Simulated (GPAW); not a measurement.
# O K ELNES/XANES of La2O3 (P-3m1) from DFT, part 4 of 4

Aim: the dependence of the O K near-edge features of La2O3 (P-3m1) on volume.

GPAW 26.7.0; X-ray absorption from dipole matrix elements to empty bands, plane-wave PAW LDA.

So far. Step 8 (Spectrum with FCH, O atom 3): Against the first run the r.m.s. difference is 9 %. The highest intensity below 16 eV goes from 1.5 eV (3.07) to 1.6 eV (3.10). Step 10 (Spectrum with FCH, O atom 3): The scaled spectrum changes by 8 % r.m.s. The highest intensity below 16 eV goes from 1.5 eV (3.07) to 1.4 eV (3.02).

## Step 12: Spectrum with FCH, O atom 3

Shorter bonds are expected to push antibonding states and scattering resonances up, and longer ones down; the cell is scaled to test that.

Changed against the first core-hole run: volume scale from 1 to 1.06.

Input file xas.py:

```python
import numpy as np
from ase import Atoms
from ase.parallel import parprint, paropen
from gpaw import GPAW, PW, FermiDirac, Mixer, MixerDif, setup_paths
from gpaw.test import gen
setup_paths.insert(0, '.')
gen('O', name='fch1s', xcname='LDA', corehole=(1, 0, 1), write_xml=True)
from gpaw.mpi import world
world.barrier()

atoms = Atoms('La6O9',
    cell=[[-6.01180729, 3.47091856, 0],
     [-6.01180729, -3.47091856, 0],
     [4.00787153, 0, 6.23182618]],
    scaled_positions=[[0.41541189, 0.74874523, 0.24623568],
     [0.74874523, 0.08207856, 0.24623568],
     [0.08207856, 0.41541189, 0.24623568],
     [0.25125477, 0.91792144, 0.75376432],
     [0.58458811, 0.25125477, 0.75376432],
     [0.91792144, 0.58458811, 0.75376432],
     [0, 0, 0],
     [0.33333333, 0.33333333, 0],
     [0.66666667, 0.66666667, 0],
     [0.54863022, 0.88196355, 0.64589065],
     [0.88196355, 0.21529688, 0.64589065],
     [0.21529688, 0.54863022, 0.64589065],
     [0.11803645, 0.78470312, 0.35410935],
     [0.45136978, 0.11803645, 0.35410935],
     [0.78470312, 0.45136978, 0.35410935]],
    pbc=True)
atoms.calc = calc = GPAW(legacy_gpaw=True, mode=PW(500, force_complex_dtype=True), xc='LDA', setups={6: 'fch1s'},
    kpts={'size': (3, 3, 3), 'gamma': True}, occupations=FermiDirac(0.02),
    charge=0, mixer=Mixer(0.1, 5, 50), maxiter=150,
    convergence={'density': 0.0001, 'eigenstates': 1e-6}, txt='scf.txt')
energy = atoms.get_potential_energy() + calc.get_reference_energy()
ef = calc.get_fermi_level()
out = dict(energy=energy, fermi=ef, forces=atoms.get_forces().tolist())
parprint(f'all-electron energy {energy:.4f} eV, Fermi level {ef:.4f} eV')
ev = np.array([[calc.get_eigenvalues(k, s) for k in range(len(calc.get_ibz_k_points()))] for s in range(calc.get_number_of_spins())])
out['homo'], out['lumo'], out['counts'] = ev[ev < ef].max(), ev[ev > ef].min(), sorted(set((ev < ef).sum((0, 2)).tolist()))
out['filled'] = (ev[:, 0] < ef).sum(1).tolist()

from ase.units import Ha
from gpaw.xas import dipole_matrix_elements
nb = int(calc.get_number_of_electrons() / 2) + 187
top, nb = nb, nb + 8 + nb // 12
nscf = calc.fixed_density(kpts={'size': (4, 4, 4), 'gamma': True}, nbands=nb,
    convergence={'bands': top, 'eigenstates': 5e-3}, maxiter=60, txt='nscf.txt')
cell = atoms.cell.array
ops = [cell.T @ U.T @ np.linalg.inv(cell.T) for U in nscf.wfs.kd.symmetry.op_scc]
filled = [60]  # bands filled in the ground state, by spin
E = np.arange(-6, 34, 0.1)
fwhm = np.interp(E, [4, 25], [0.9, 3.5])
Y, X, zero, highest = 0, 0, 1e9, 1e9
for spin in range(nscf.get_number_of_spins()):
    wfs = nscf.wfs
    mine = wfs.bd.get_slice()  # this rank's bands
    A = dipole_matrix_elements(wfs.setups[6])
    eps = np.zeros((wfs.kd.nibzkpts, nb))
    d = np.zeros((3, A.shape[1], wfs.kd.nibzkpts, nb), complex)
    for kpt in wfs.kpt_u:
        if kpt.s == spin and 6 in kpt.P_ani:
            eps[kpt.k, mine] = kpt.eps_n * Ha
            d[:, :, kpt.k, mine] = (kpt.weight * wfs.nspins / 2) ** 0.5 * np.inner(A, kpt.P_ani[6])
    world.sum(eps)
    world.sum(d)
    T = np.einsum('amkn,bmkn->abkn', d, d.conj()).real
    T = sum(np.einsum('ai,ijkn,bj->abkn', R, T, R) for R in ops) / len(ops)
    empty = np.ones_like(eps, bool) & (np.arange(nb) >= filled[spin])
    zero, highest = min(zero, eps[empty].min()), min(highest, eps[:, top - 1].min())
    lines = [(eps, T, empty)] if spin == 0 else lines + [(eps, T, empty)]
for eps, T, empty in lines:
    f = np.einsum('aakn->akn', T).reshape(3, -1)
    x = eps.ravel() - zero
    w = np.interp(x, E, fwhm) / 2.35482
    g = np.exp(-0.5 * ((E[:, None] - x) / w) ** 2) / (w * (2 * np.pi) ** 0.5)
    Y = Y + (f * empty.ravel()) @ g.T
    X = X + (f * ~empty.ravel()) @ g.T
out.update(E=E.round(2).tolist(), xas=Y.tolist(), xes=X.tolist(), zero=zero, valid=highest - zero, nk=len(eps), nb=nb)
for i in range(0, len(E), 10):
    parprint(f'{E[i]:7.2f}', *(f'{v:10.3e}' for v in Y[:, i]))
import json
with paropen('out.json', 'w') as f:
    json.dump(out, f)
```

On the command line:

```console
$ OMP_NUM_THREADS=1 mpirun -n 4 gpaw python xas.py
```

Numbers of over 12 decimals in the logs are rounded to 6 here.

The program printed:

```text
Input parameters:
  convergence: {density: 0.0001,
                eigenstates: 1e-06}
  kpts: {gamma: True,
         size: (3, 3, 3)}
  maxiter: 150
  mixer: {backend: pulay,
          beta: 0.1,
          method: separate,
          nmaxold: 5,
          weight: 50}
  mode: {ecut: 500.0,
         force_complex_dtype: True,
         name: pw}
  occupations: {fixmagmom: False,
                name: fermi-dirac,
[...]
*p    :    -0.067100
*d    :     0.000000
--------------------------------

Diagonalizing with gridspacing h=0.050

state   all-electron     PAW
-------------------------------
2s:      -1.594915    -1.596334
2p:      -1.067100    -1.073375
*d:                   -0.060686
*f:                   -0.013559
-------------------------------
all-electron energy -1403492.6066 eV, Fermi level 8.2776 eV
[...]
32.00  4.540e-05  4.525e-05  5.278e-05
  33.00  4.715e-05  4.678e-05  4.630e-05
[key lines of the parts left out:]
Converged after 31 iterations.
Dipole moment: (-0.000000, 0.000000, -0.000000) |e|*Ang
Free energy:   -160.363209
Fermi level: 8.27764
```

It took 10 min on 4 MPI ranks of Arm Neoverse V1, shared host; peak memory 0.89 GiB.

```tsv
E (eV)	first run	this run
-2.0	0.00	0.00
-1.0	0.00	0.00
0.0	0.19	0.26
1.0	2.29	2.70
2.0	2.33	1.99
3.0	1.16	1.17
4.0	0.95	1.08
5.0	1.43	1.64
6.0	1.86	1.61
7.0	0.91	0.55
8.0	0.48	0.57
9.0	0.67	0.73
10.0	0.67	0.53
11.0	0.48	0.46
12.0	0.50	0.56
13.0	0.63	0.72
14.0	0.76	0.81
15.0	0.81	0.82
16.0	0.80	0.77
17.0	0.76	0.80
18.0	0.82	0.89
19.0	0.91	0.93
20.0	0.95	0.96
21.0	0.99	1.03
22.0	1.04	1.09
23.0	1.09	1.10
24.0	1.09	1.04
25.0	1.03	0.94
26.0	0.95	0.84
27.0	0.86	0.76
28.0	0.77	0.72
```

The scaled spectrum changes by 15 % r.m.s. A shift of -0.2 eV leaves 8 %. The highest intensity below 16 eV goes from 1.5 eV (3.07) to 1.3 eV (2.98).

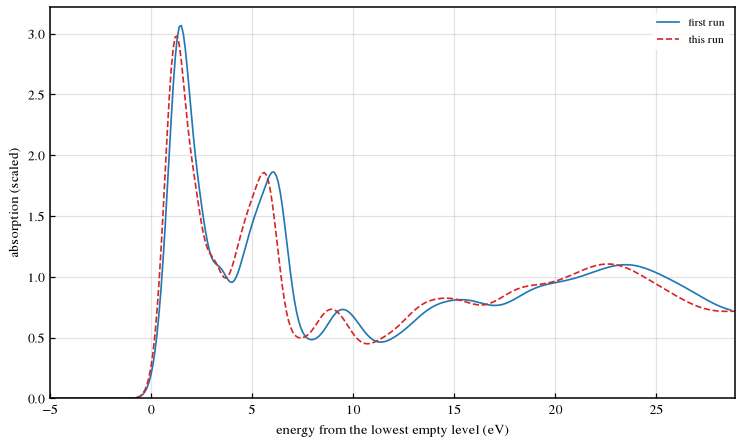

The effect of the change (volume scale from 1 to 1.06).

The photon energy of the zero moves by -0.11 eV.

## Step 13: The volumes side by side

```tsv
volume	nearest distance (Å)	shift of the zero (eV)	maximum 1 (eV above own zero)	maximum 2 (eV above own zero)	maximum 3 (eV above own zero)
0.94	2.668	+0.09	1.7	6.6	10.1
0.97	2.696	+0.05	1.6	6.3	9.8
1	2.723	+0.00	1.5	6.0	9.5
1.03	2.750	-0.05	1.4	5.8	9.2
1.06	2.777	-0.11	1.3	5.6	8.9
```

The curves, each shifted by its zero's change so that they share one photon-energy axis, counted from the zero at V × 1:

```tsv
E (eV)	V × 0.94	V × 0.97	V × 1	V × 1.03	V × 1.06
-2.0	0.00	0.00	0.00	0.00	0.00
-1.0	0.00	0.00	0.00	0.00	0.00
0.0	0.11	0.15	0.19	0.27	0.38
1.0	1.50	1.89	2.29	2.65	2.88
2.0	2.98	2.67	2.33	2.06	1.87
3.0	1.35	1.22	1.16	1.15	1.15
4.0	0.99	0.96	0.95	1.02	1.13
5.0	1.12	1.28	1.43	1.57	1.69
6.0	1.63	1.77	1.86	1.77	1.47
7.0	1.72	1.33	0.91	0.64	0.52
8.0	0.62	0.50	0.48	0.52	0.59
9.0	0.50	0.58	0.67	0.73	0.72
10.0	0.72	0.72	0.67	0.59	0.51
11.0	0.62	0.54	0.48	0.46	0.47
12.0	0.48	0.48	0.50	0.53	0.58
13.0	0.54	0.58	0.63	0.68	0.73
14.0	0.67	0.72	0.76	0.79	0.82
15.0	0.76	0.79	0.81	0.82	0.81
16.0	0.80	0.81	0.80	0.78	0.77
17.0	0.79	0.77	0.76	0.78	0.81
18.0	0.76	0.78	0.82	0.86	0.90
19.0	0.82	0.87	0.91	0.93	0.94
20.0	0.91	0.94	0.95	0.96	0.97
21.0	0.97	0.98	0.99	1.01	1.04
22.0	1.01	1.02	1.04	1.07	1.10
23.0	1.05	1.07	1.09	1.10	1.10
24.0	1.09	1.10	1.09	1.07	1.03
25.0	1.09	1.07	1.03	0.98	0.93
26.0	1.06	1.01	0.95	0.89	0.83
27.0	0.99	0.92	0.86	0.80	0.75
```

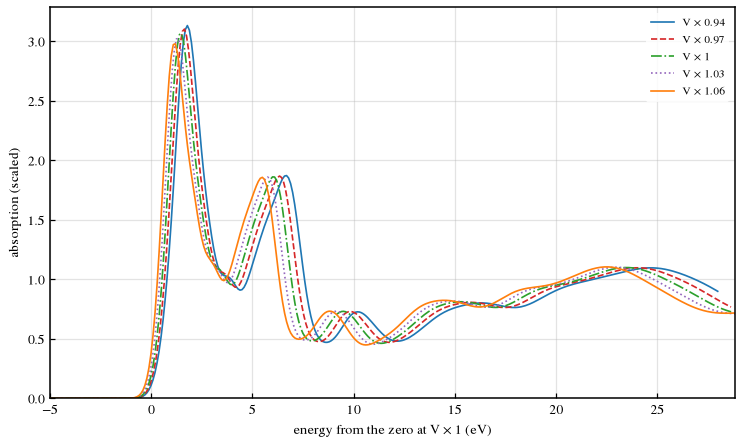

The edge at each volume, on one photon-energy scale.

## Step 14: What came out

| Property | Result |
| --- | --- |
| absorber and edge | O K, atom 3 of the ground-state input (counted from 1) |
| surroundings | 6 La at 2.72 Å (octahedral, site symmetry -3m) |
| highest intensity below 16 eV | 1.5 eV above the zero, height 3.07 |
| photon energy of the zero, with the added terms | 525.8 eV (raw 534.6 eV; LDA puts this hole about 4 eV below PBE, itself good to a few eV) |

**Reading.** From V × 0.94 to V × 1.06 the nearest distance grows by 0.109 Å and the zero moves by -0.20 eV. Above their own zero, the maxima move from 1.7 to 1.3 eV, from 6.6 to 5.6 eV and from 10.1 to 8.9 eV. The O K edge of atom 3, with 6 La at 2.72 Å (octahedral, site symmetry -3m), has its highest intensity of the first 16 eV at 1.5 eV above the zero, near 527 eV in photon energy (LDA puts this hole about 4 eV below PBE, itself good to a few eV), 3.1 times the mean level of the first 20 eV (Gaussian full width 0.9 eV up to 4 eV, rising linearly to 3.5 eV at 25 eV). At the O K edge of atom 3 polarisation matters most near 6.3 eV, where the curves differ by 2.1 on this scale. The crystal has 2 inequivalent O sites and not all are shown here, while a measurement adds them all. The mesh is coarse (0.28 Å⁻¹ between points), so small maxima may be mesh ripples. The structure is a computed Materials Project entry and may be a hypothetical form.

[Banner, clock and machine lines of the logs are left out without a mark of their own.]

[Logs are printed without paths, hosts, clocks, repeated set-up lines and the standing remarks that a program may print on its own settings, such as how far it seeks lower states.]

[Hosts, paths, dates, database ids (printed as entryN), source tags and the programs' standing remarks are cut or masked in the printed files.]

[Lists of maxima count a maximum above −3 eV only where it reaches 4 % of the highest in the window and stands out from its surroundings by 2 % of it (1.5 % where it reaches 55 %); shoulders and weaker maxima are passed over, and of the rest the first, up to two pre-edge ones and the few strongest are named.]
